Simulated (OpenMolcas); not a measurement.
Excited-state calculation of C₂H₃Al (part 1 of 3)

- system: C₂H₃Al, SMILES [CH]1=[CH][AlH]1
- method: MC-PDFT (trevPBE)/6-31G (OpenMolcas 26.06)

The geometry comes from this level: GFN2-xTB.

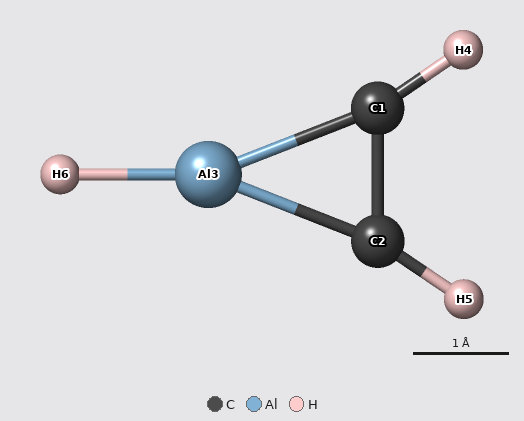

*The structure (ball-and-stick view, seen on its broad side; atoms are numbered from 1 in the order of the input). Sticks mark near contacts.*

Summary

| quantity | value |
| --- | --- |
| outcome | converged |
| total energy | −320.220568 hartree |
| basis functions | 37 |
| hardware | 1 thread of Arm Neoverse V1, 24 GiB of memory available, shared host |
| wall time | 3.6 s |
| peak memory | 0.083 GiB |

The input
```
&GATEWAY
 Coord
 6
 angstrom
 C       -0.663740      -0.508690      -0.307960
 C        0.491990       0.161440      -0.729370
 Al       0.194860       0.385930       1.151810
 H       -1.316290      -1.085430      -0.966510
 H        0.852390       0.170710      -1.759560
 H        0.440790       0.876050       2.611600
 Basis=6-31G
 Group=NoSym
 RICD

&SEWARD

&RASSCF
 FileOrb=$CurrDir/step2.RasOrb
 Spin=1
 Nactel=4 0 0
 Inactive=12
 Ras2=4
 CIRoot=3 3 1
 OrbListing=NoCore
 OrbAppear=Compact
 CMSI

&MCPDFT
 KSDFT=T:revPBE
 MSPDFT
```

Command:
```bash
export MOLCAS_MEM=1860
pymolcas step12.inp > step12.log
```

What the program printed
```
--- Start Module: gateway ---

                                              &GATEWAY

                       available to each process: 1.9 GB of memory, 1 thread

++    Symmetry information:
      ---------------------

                    Character Table for C1

                             E
                    a        1  x, y, xy, Rz, z, xz, Ry, yz, Rx, I
--

++    Basis set information:
      ----------------------

      Basis set label: C.6-31G.........

      Electronic valence basis set:
      ------------------
      Associated Effective Charge   6.000000 au
      Associated Actual Charge      6.000000 au
      Nuclear Model: Point charge

      Shell  nPrim  nBasis  Cartesian Spherical Contaminant
         s      10       3        X
         p       4       2        X

      Basis set label: AL.6-31G.........

      Electronic valence basis set:
      ------------------
      Associated Effective Charge  13.000000 au
      Associated Actual Charge     13.000000 au
      Nuclear Model: Point charge

      Shell  nPrim  nBasis  Cartesian Spherical Contaminant
         s      16       4        X
         p      10       3        X

      Basis set label: H.6-31G.........

      Electronic valence basis set:
      ------------------
      Associated Effective Charge   1.000000 au
      Associated Actual Charge      1.000000 au
      Nuclear Model: Point charge

      Shell  nPrim  nBasis  Cartesian Spherical Contaminant
         s       4       2        X
--

++    Molecular structure info:
      -------------------------

                    ************************************************
                    **** Cartesian Coordinates / bohr, angstrom ****
                    ************************************************

     Center  Label                x              y              z                     x              y              z
        1      C1              -1.254287      -0.961285      -0.581960             -0.663740      -0.508690      -0.307960
        2      C2               0.929726       0.305077      -1.378310              0.491990       0.161440      -0.729370
        3      AL3              0.368232       0.729302       2.176605              0.194860       0.385930       1.151810
        4      H4              -2.487428      -2.051165      -1.826439             -1.316290      -1.085430      -0.966510
        5      H5               1.610784       0.322595      -3.325087              0.852390       0.170710      -1.759560
        6      H6               0.832972       1.655495       4.935209              0.440790       0.876050       2.611600

                    ***************************************
                    *    InterNuclear Distances / bohr    *
                    ***************************************

               1 C1            2 C2            3 AL3           4 H4            5 H5            6 H6
    1 C1       0.000000
    2 C2       2.647217        0.000000
    3 AL3      3.619438        3.623902        0.000000
    4 H4       2.063299        4.174882        5.648908        0.000000
    5 H5       4.169139        2.062544        5.654906        4.967496        0.000000
    6 H6       6.453165        6.457051        2.946813        8.395491        8.403219        0.000000

                    *******************************************
                    *    InterNuclear Distances / angstrom    *
                    *******************************************

               1 C1            2 C2            3 AL3           4 H4            5 H5            6 H6
    1 C1       0.000000
    2 C2       1.400847        0.000000
    3 AL3      1.915324        1.917686        0.000000
    4 H4       1.091851        2.209253        2.989273        0.000000
    5 H5       2.206213        1.091451        2.992447        2.628686        0.000000
    6 H6       3.414868        3.416924        1.559386        4.442702        4.446792        0.000000

                    **************************************
                    *    Valence Bond Angles / degree    *
                    **************************************
                          Atom centers                 Phi
                      2 C2       1 C1       4 H4       124.36
                      1 C1       2 C2       5 H5       124.09

           ***************************************************************
           *              Valence Dihedral Angles / degree               *
           ***************************************************************
                    Atom centers                       Phi1     Phi2     Theta
           4 H4       1 C1       2 C2       5 H5        124.36   124.09    -0.04
--

            Nuclear Potential Energy             76.67673829 au

--- Stop Module: gateway /rc=_RC_ALL_IS_WELL_ ---

--- Start Module: seward ---

                                              &SEWARD

                       available to each process: 1.9 GB of memory, 1 thread

               SEWARD will generate:
                  Multipole Moment integrals up to order  2
                  Kinetic Energy integrals
                  Nuclear Attraction integrals (point charge)
                  One-Electron Hamiltonian integrals
                  Velocity integrals
                  Orbital angular momentum around (  0.1110   0.2172   0.6478 )
                  Velocity quadrupole around (  0.1110   0.2172   0.6478 )
                  RI decomposed two-electron repulsion integrals stored Cholesky style
                   - acCD auxiliary basis
                   - CD Threshold:   1.00E-04

                   Integrals are discarded if absolute value <: 1.00E-14
                   Integral cutoff threshold is set to       <: 1.00E-16

            Nuclear Potential Energy             76.67673829 au

      Basis set specifications :
      Symmetry species         a
      Basis functions           37

--- Stop Module: seward /rc=_RC_ALL_IS_WELL_ ---

--- Start Module: rasscf ---

                                              &RASSCF

                       available to each process: 1.9 GB of memory, 1 thread

      Header of the ONEINT file:
      --------------------------

      OrdInt status: non-squared

      Cartesian coordinates in angstrom:
      -----------------------------------------------------
      No.  Label        X            Y            Z
      -----------------------------------------------------
       1   C1        -0.66374000  -0.50869000  -0.30796000
       2   C2         0.49199000   0.16144000  -0.72937000
       3   AL3        0.19486000   0.38593000   1.15181000
       4   H4        -1.31629000  -1.08543000  -0.96651000
       5   H5         0.85239000   0.17071000  -1.75956000
       6   H6         0.44079000   0.87605000   2.61160000
      -----------------------------------------------------
      Nuclear repulsion energy =   76.67673829

++    Wave function specifications:
      -----------------------------

      Number of closed shell electrons          24
      Number of electrons in active shells       4
      Max number of holes in RAS1 space          0
      Max nr of electrons in RAS3 space          0
      Number of inactive orbitals               12
      Number of active orbitals                  4
      Number of secondary orbitals              21
      Spin quantum number                      0.0
      State symmetry                             1
--

++    Orbital specifications:
      -----------------------

      Symmetry species                           1
                                                 a
      Frozen orbitals                            0
      Inactive orbitals                         12
      Active orbitals                            4
      RAS1 orbitals                              0
      RAS2 orbitals                              4
      RAS3 orbitals                              0
      Secondary orbitals                        21
      Deleted orbitals                           0
      Number of basis functions                 37
--

++    CI expansion specifications:
      ----------------------------

      Number of CSFs                            20
      Number of spin combinations               21
      Number of determinants                    36
      Number of root(s) required                 3
      Root chosen for geometry opt.              3
      CI roots used                              1     2     3
      weights                                0.333 0.333 0.333
      highest root included in the CI            3
      max. size of the explicit Hamiltonian     20
--

++    Optimization specifications:
      ----------------------------

      RASSCF algorithm: LK RI/DF
      Maximum number of macro iterations       200
      Maximum number of SX iterations          100
      Threshold for RASSCF energy            1.000E-08
      Threshold for max MO rotation          1.000E-01
      Threshold for max BLB element          1.000E-04
      Level shift parameter                  5.000E-01
      Make Quasi-Newton update
--

      The MO-coefficients are taken from the file:
      step2.RasOrb
      Title: RASSCF average (pseudo-natural) orbitals

      Total molecular charge    0.00

      ************************************************************************************************************************
      *                                            Wave function control section                                             *
      ************************************************************************************************************************

                                         RASSCF iterations: Energy and convergence statistics
                                         ----------------------------------------------------

          iter iter root      energy       change     param      element    value   shift minimum  type update hh:mm:ss
 Nr of preliminary CI iterations:   1
        1   1    3    0  -319.12840966    0.00E+00  -1.57E-05   12  17 1 -2.63E-05   0.30   0.00    SX    NO    0:00:00
        2   1    3    0  -319.12840966   -2.07E-09  -6.88E-06   12  17 1 -1.15E-05   0.30   0.00    SX    NO    0:00:00
        3   1    3    0  -319.12840966   -4.92E-10  -6.27E-06   12  17 1 -1.05E-05   0.30   0.00    SX    NO    0:00:00
        4   1    3    0  -319.12840966   -3.31E-10   5.84E-06   12  17 1 -6.55E-06   0.30   0.00    SX    NO    0:00:00
      Convergence after  4 iterations
        5   1    3    0  -319.12840966   -1.73E-10   5.84E-06   12  17 1 -5.10E-06   0.30   0.00    SX    NO    0:00:00

    CMS INTERMEDIATE-STATE OPTIMIZATION
     START MATRIX          XMS INTERMEDIATE STATES
     OPT ALGO                               NEWTON
     Q_a-a THRESHOLD                      1.00E-08
     GRAD  THRESHOLD                      1.00E-10
     MAX CYCLES                                100
     MIN CYCLES                                  5
 =======================================================================
      Cycle       Q_a-a        Difference  # Pos.     Largest    Step
                                           Hessian    Gradient   Scaled
 -----------------------------------------------------------------------
         0      8.33944411     0.00E+000      0     0.0000E+000   1.0
         1      8.34062603     1.18E-003      1     1.2806E-002   1.0
         2      8.34545738     4.83E-003      1     2.5096E-002   1.0
         3      8.36423826     1.88E-002      1     4.5519E-002   1.0
         4      8.36567440     1.44E-003      0     2.4136E-002   1.0
         5      8.36568404     9.64E-006      0     2.0263E-003   1.0
         6      8.36568404     2.33E-012      0     9.7674E-007   1.0
         7      8.36568404    -8.88E-015      0     6.9916E-013   1.0
    CONVERGENCE REACHED
 =======================================================================

 =======================================================================

           Do_Rotate.txt is found in scratch directory.
           Following properties are for CMS intermediate states.

 =======================================================================

      ************************************************************************************************************************
                                                      Wave function printout:
                       occupation of active orbitals, and spin coupling of open shells (u,d: Spin up or down)
      ************************************************************************************************************************

      Note: transformation to natural orbitals
      has been made, which may change the order of the CSFs.

      printout of CI-coefficients larger than  0.05 for root  1
      energy=    -319.169049
      conf/sym  1111     Coeff  Weight
             1  2200  -0.71965 0.51789
             3  2u0d  -0.32103 0.10306
             4  u2d0  -0.54681 0.29901
             6  2020   0.22571 0.05094
            10  udud   0.15276 0.02334

      printout of CI-coefficients larger than  0.05 for root  2
      energy=    -319.090201
      conf/sym  1111     Coeff  Weight
             5  u20d   0.96035 0.92226
             7  20ud  -0.05255 0.00276
             9  ud20  -0.12325 0.01519
            11  ud02   0.13740 0.01888
            16  u02d  -0.19978 0.03991

      printout of CI-coefficients larger than  0.05 for root  3
      energy=    -319.125979
      conf/sym  1111     Coeff  Weight
             1  2200   0.66431 0.44131
             3  2u0d  -0.40036 0.16029
             4  u2d0  -0.56420 0.31832
             8  2002  -0.13372 0.01788
            10  udud   0.22323 0.04983
            12  0220  -0.08237 0.00679
            17  u0d2  -0.06125 0.00375

      Natural orbitals and occupation numbers for root  1
      sym 1:   1.875241   1.812697   0.226524   0.085538

      Natural orbitals and occupation numbers for root  2
      sym 1:   0.989936   1.892611   0.113906   1.003546

      Natural orbitals and occupation numbers for root  3
      sym 1:   1.820351   1.843401   0.180703   0.155545

      ************************************************************************************************************************
      *                                                    Final results                                                     *
      ************************************************************************************************************************

++    Final optimization conditions:
      ------------------------------

      Average CI energy                            -319.12840966
      RASSCF energy for state  3                   -319.12597946
      Super-CI energy                                -0.00000000
      RASSCF energy change                           -0.00000000
      Max change in MO coefficients              -5.869E-06
      Max non-diagonal density matrix element     5.842E-06
      Maximum BLB matrix element                 -5.099E-06
      (orbital pair  12,  17 in symmetry   1)
      Norm of electronic gradient            7.213E-02
--

      Final state energy(ies):
      ------------------------

::    RASSCF root number  1 Total energy:   -319.16904865
::    RASSCF root number  2 Total energy:   -319.09020088
::    RASSCF root number  3 Total energy:   -319.12597946

++    Molecular orbitals:
      -------------------

      Pseudonatural active orbitals and approximate occupation numbers

      MOLECULAR ORBITALS FOR SYMMETRY SPECIES 1: a

      INDEX  ENERGY  OCCUPATION COEFFICIENTS ...
          1  -58.4926    2.0000
                19 AL3    1s     ( 0.9973)
          2  -11.2520    2.0000
                 1 C1     1s     ( 0.5364)  10 C2     1s     ( 0.8394)
          3  -11.2507    2.0000
                 1 C1     1s     (-0.8395)  10 C2     1s     ( 0.5366)
          4   -4.9209    2.0000
                19 AL3    1s     ( 0.2630)  20 AL3    2s     (-1.0296)
          5   -3.2361    2.0000
                23 AL3    2px    (-0.1616)  26 AL3    2py    (-0.3007)  29 AL3    2pz    (-0.9339)
          6   -3.2333    2.0000
                23 AL3    2px    (-0.5396)  26 AL3    2py    ( 0.8187)  29 AL3    2pz    (-0.1703)
          7   -3.2329    2.0000
                23 AL3    2px    ( 0.8204)  26 AL3    2py    ( 0.4790)  29 AL3    2pz    (-0.2962)
          8   -1.0367    2.0000
                 1 C1     1s     ( 0.1524)   2 C1     2s     (-0.2967)   3 C1     *s     (-0.2236)   4 C1     2px    (-0.1325)
                10 C2     1s     ( 0.1523)  11 C2     2s     (-0.2968)  12 C2     *s     (-0.2232)  13 C2     2px    ( 0.1129)
```
